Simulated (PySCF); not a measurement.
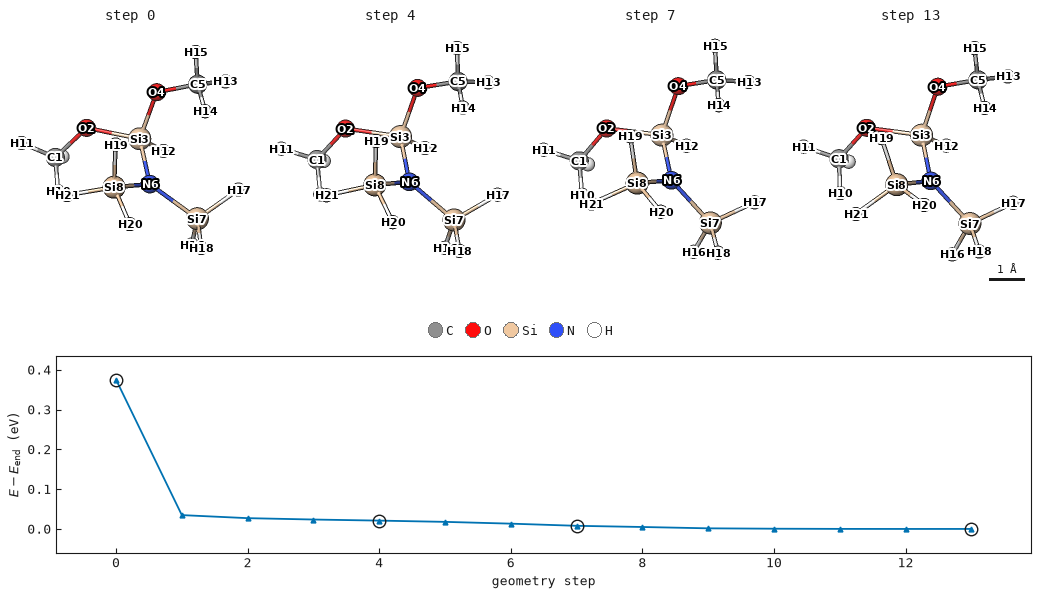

Frames of a relaxation of C$_{2}$H$_{13}$NO$_{2}$Si$_{3}$, marked on the history of the run. A ball-and-stick model, seen at a tilt.

The start comes from GFN2-xTB. Its atoms were then displaced at random by about 0.01 Å.

Computed with PBE0-D3(BJ)/def2-SVP geometry optimisation, gas phase (PySCF 2.14.0, density-fitted response routines). 

Describe the path.

Answer. The atom that moves furthest after the best rigid fit is an H atom (0.79 Å). Largest moves by element: H 0.79 Å, Si 0.33 Å, C 0.23 Å, O 0.18 Å, N 0.10 Å. Among the contacts that change: H–Si 1.426 → 1.494 Å, O–Si 1.590 → 1.645 Å, H–Si 1.451 → 1.496 Å, O–Si 1.607 → 1.649 Å. Bond angles that change, for instance: O–C–H 107.8° → 112.0°, H–Si–H 112.0° → 108.4°, H–C–H 111.5° → 107.9°. Groups turn about N–Si by about 35°. Over 13 geometry steps the energy falls by 0.375 eV. The run took 8.8 min on 1 thread of Intel(R) Xeon(R) Processor @ 2.70GHz (shared host). From step 0 to 4: an H atom moves most (0.26 Å), energy −0.354 eV. From step 4 to 7: an H atom moves most (0.42 Å), energy −0.013 eV. From step 7 to 13: an H atom moves most (0.34 Å), energy −0.008 eV.
